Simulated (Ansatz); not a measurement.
# revPBE/def2-SVP run of CH3BF3Ge+ (SMILES [CH3][Ge+]([F])[B](F)F)

What is the vertical ionisation energy of CH3BF3Ge+ at revPBE/def2-SVP? 

The results are computed with Ansatz 0.2.0.

1 further run of the same task is left out (set aside as unsound or not needed).

## 1. The molecule

CH3BF3Ge+ has 9 atoms, charge +1, and is taken as a singlet. As SMILES, `[CH3][Ge+]([F])[B](F)F`. The shape comes from GFN2-xTB, which is rough for such elements, and wasn't checked as a minimum.

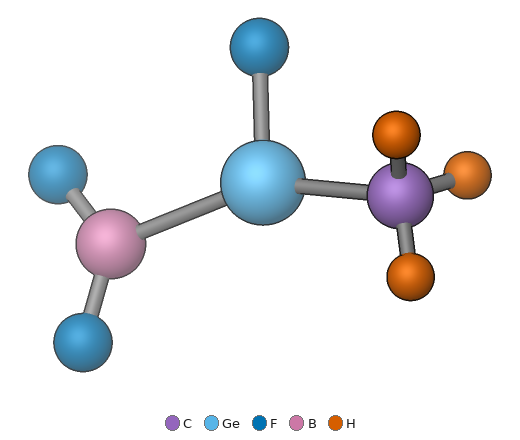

Viewed from a chosen angle; carbon purple, germanium blue, fluorine blue, boron pink, hydrogen orange.

## 2. A single-point energy at revPBE/def2-SVP

job.yaml

```yaml
basis:
  gaussian: {orbitals: def2-SVP}
crystal:
  periodic: [false, false, false]
  atoms:
    - {symbol: C, position_ang: [-1.827570, -0.232630, -0.019740]}
    - {symbol: Ge, position_ang: [0.127990, 0.202360, -0.000590]}
    - {symbol: F, position_ang: [0.165210, 1.931220, -0.020140]}
    - {symbol: B, position_ang: [2.303130, -0.280720, 0.029180]}
    - {symbol: F, position_ang: [3.084040, 0.724700, 0.087070]}
    - {symbol: F, position_ang: [2.676590, -1.500590, -0.012720]}
    - {symbol: H, position_ang: [-2.003290, -1.308940, -0.075000]}
    - {symbol: H, position_ang: [-2.263930, 0.280640, -0.885140]}
    - {symbol: H, position_ang: [-2.262170, 0.183950, 0.897070]}
total_charge: 1
hamiltonian: {xc: {name: revPBE}}
accuracy: high
output: {orbitals: {seedname: orbitals}}
```

On the command line:

```
$ ansatz run job.yaml --threads 1 --pin off --max-ram 2610MiB --events-out events.jsonl --progress --plain --runs-dir runs
```

What it wrote:

```text
Warning: RAYON_NUM_THREADS=1 ignored (pool sized by the plan → 1); use --threads N
Functional definition: revPBE
  name "revPBE"
  parameter kappa = 1.245
  parameter beta = 0.06672455060314922
  exchange = pbe_x(kappa = kappa, mu = beta*pi^2/3)
  correlation = pbe_c(beta = beta)
2541 factors; integrals over basis functions are off by at most 2.5e-8 eV
mean field evaluation 1: about -66385.6186 eV, gradient 1.0e2 eV
mean field evaluation 2: about -66258.1864 eV, gradient 2.6e2 eV
mean field evaluation 4: about -66403.6356 eV, gradient 2.0e1 eV
mean field evaluation 8: about -66404.3782 eV, gradient 3.5e-1 eV
mean field evaluation 16: about -66404.3787 eV, gradient 4.2e-4 eV
mean field -66404.37868019 eV, -2440.3159059925 hartree, gradient 6.7e-8 eV, S^2 0.000000; 0 other end points of the search recorded, 0 dependent functions left out
reference -66404.37868466 eV, -2440.3159061568 hartree; 36, 36 occupied and 81, 81 virtual orbitals, 2541 factors
Total energy: -66404.37868466 eV, -2440.3159061568 hartree
```

Run time: 6.3 s. Hardware: 1 thread of Intel Xeon 6975P-C (Granite Rapids), shared host; peak memory 0.35 GiB.

## 3. Doublet [CH3BF3Ge]2+, same level

Edit job.yaml of step 2 so:

```diff
@@ -1,3 +1 @@
-basis:
-  gaussian: {orbitals: def2-SVP}
 crystal:
@@ -14,3 +12,6 @@
     - {symbol: H, position_ang: [-2.262170, 0.183950, 0.897070]}
-total_charge: 1
+basis:
+  gaussian: {orbitals: def2-SVP}
+total_charge: 2
+magnetization: {spin_polarized: true, initial_magnetization: 1}
 hamiltonian: {xc: {name: revPBE}}
```

On the command line:

```
$ ansatz run job.yaml --threads 1 --pin off --max-ram 2610MiB --events-out events.jsonl --progress --plain --runs-dir runs
```

What it wrote:

```text
Warning: RAYON_NUM_THREADS=1 ignored (pool sized by the plan → 1); use --threads N
Functional definition: revPBE
  name "revPBE"
  parameter kappa = 1.245
  parameter beta = 0.06672455060314922
  exchange = pbe_x(kappa = kappa, mu = beta*pi^2/3)
  correlation = pbe_c(beta = beta)
2540 factors; integrals over basis functions are off by at most 2.5e-8 eV
mean field evaluation 1: about -66358.0562 eV, gradient 9.2e1 eV
mean field evaluation 2: about -66059.5525 eV, gradient 2.4e2 eV
mean field evaluation 4: about -66384.3342 eV, gradient 3.1e1 eV
mean field evaluation 8: about -66387.9063 eV, gradient 1.5e0 eV
mean field evaluation 16: about -66387.9161 eV, gradient 3.0e-3 eV
mean field evaluation 32: about -66383.5248 eV, gradient 1.9e1 eV
mean field -66387.91613402 eV, -2439.7109185794 hartree, gradient 5.6e-8 eV, S^2 0.752913; 3 other end points of the search recorded, 0 dependent functions left out
reference -66387.91613831 eV, -2439.7109187372 hartree; 36, 35 occupied and 81, 82 virtual orbitals, 2540 factors
Total energy: -66387.91613831 eV, -2439.7109187372 hartree
```

Wall time 14 s (1 thread of Intel Xeon 6975P-C (Granite Rapids), shared host); peak memory 0.44 GiB.

## 4. What came out

At revPBE/def2-SVP:

| quantity | value |
| --- | --- |
| singlet CH3BF3Ge+: total energy | -2440.31591 Eh |
| singlet CH3BF3Ge+: HOMO energy | -13.30 eV |
| singlet CH3BF3Ge+: LUMO energy | -9.70 eV |
| singlet CH3BF3Ge+: HOMO–LUMO gap | 3.60 eV |
| doublet [CH3BF3Ge]2+: total energy | -2439.71092 Eh |
| doublet [CH3BF3Ge]2+: HOMO energy (highest over α and β) | -20.40 eV |
| doublet [CH3BF3Ge]2+: LUMO energy (lowest over α and β) | -19.60 eV |
| doublet [CH3BF3Ge]2+: ⟨S²⟩ | 0.753 |
| vertical ionisation energy (to the doublet dication) | 16.463 eV |

**Reading.** Removing an electron at fixed nuclei costs 16.46 eV (1588 kJ/mol). −ε(HOMO) before ionisation, 13.30 eV, is 3.17 eV below this ionisation energy.
